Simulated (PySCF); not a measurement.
## Electronic structure of C₅H₉N₃Si in real space

```xyz
18

C    -2.8141   -0.6076   -0.4318
C    -2.0287    0.5849    0.0216
C    -2.8133    1.5851    0.6843
N    -3.4496    2.3759    1.2148
N    -0.7963    0.7974   -0.1111
Si    0.5640   -0.0070   -0.7689
C     1.7029   -0.2042    0.7551
C     3.0343   -0.6601    0.2938
N     4.0482    0.0352    0.0387
H    -3.2743   -1.0929    0.4288
H    -3.6161   -0.2871   -1.0961
H    -2.1660   -1.3088   -0.9490
H     0.3965   -1.3217   -1.4055
H     1.0887    0.9741   -1.7129
H     1.2726   -0.9253    1.4490
H     1.7788    0.7620    1.2553
H     3.1390   -1.7292    0.1255
H     3.9246    1.0358    0.1967
```

Geometry: GFN2-xTB.

The calculation used PBE0/pcSseg-1, SCF density, gas phase, non-relativistic in PySCF 2.14.0.

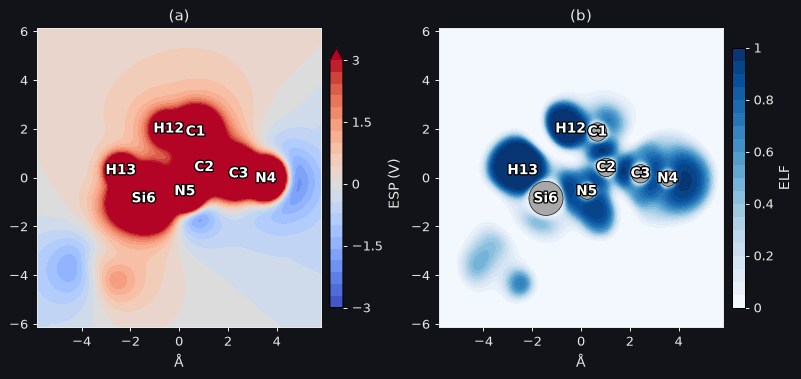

Figure 1. (a) electrostatic potential; (b) ELF on the plane of atoms C1, C2 and N5. Grey discs cover the atomic cores in the ELF map.

Question: Read the bonding off the picture.

Answer:
- The section cuts through C, N, Si and H sites.
- C–N (1.15 Å): the ELF peaks at about 0.85 between the atoms; a short, multiple covalent bond.
- C–C (1.43 Å): the ELF peaks at about 0.95 between the atoms (a covalent bond).
- Si–N (1.71 Å): the ELF peaks at about 0.90 between the atoms; a shared but strongly polarised pair.
- C–N (1.26 Å): the ELF peaks at about 0.90 between the atoms: a short, multiple covalent bond.
- C–C (1.50 Å): the ELF peaks at about 0.95 between the atoms, as expected for a covalent bond.
- The ELF also peaks beside N5 and N4, away from the bonds: lone-pair regions.
- Outside the dense part of the molecule the potential is most negative (−1.9 V) near N4.

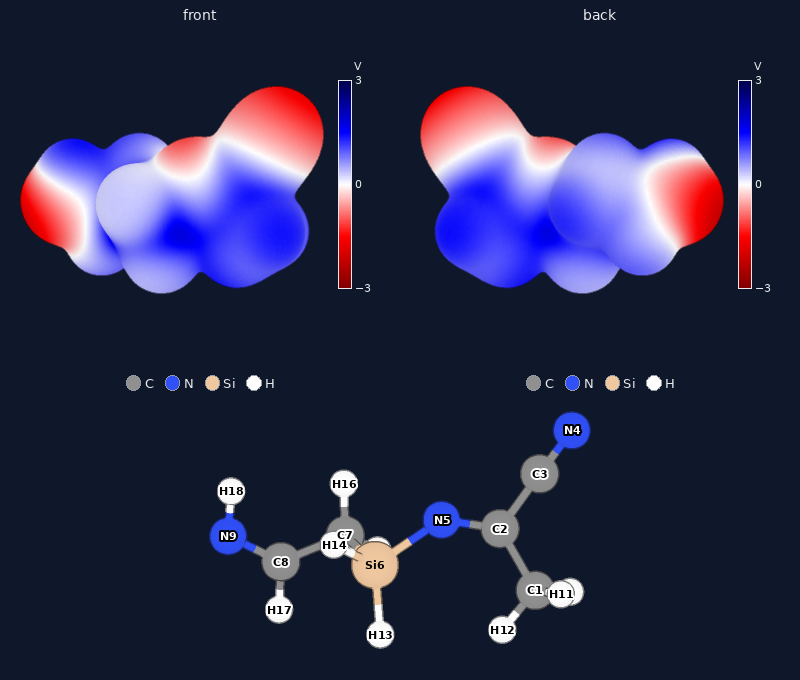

Figure 2. The molecular electrostatic potential painted on the density surface at 0.002 e/bohr³, seen from the front and from behind; the colour scale runs from red (negative) to blue (positive). The bare structure is drawn below in the same view.

Question: Where is the surface potential most negative and most positive?

Answer: The most negative region (about −2.0 V) lies over N9, the most positive (about +1.7 V) over Si6. N9 is the likeliest acceptor of a hydrogen bond.

Question: What dipole moment does the calculation give?

Answer: Its dipole moment is 3.71 D.
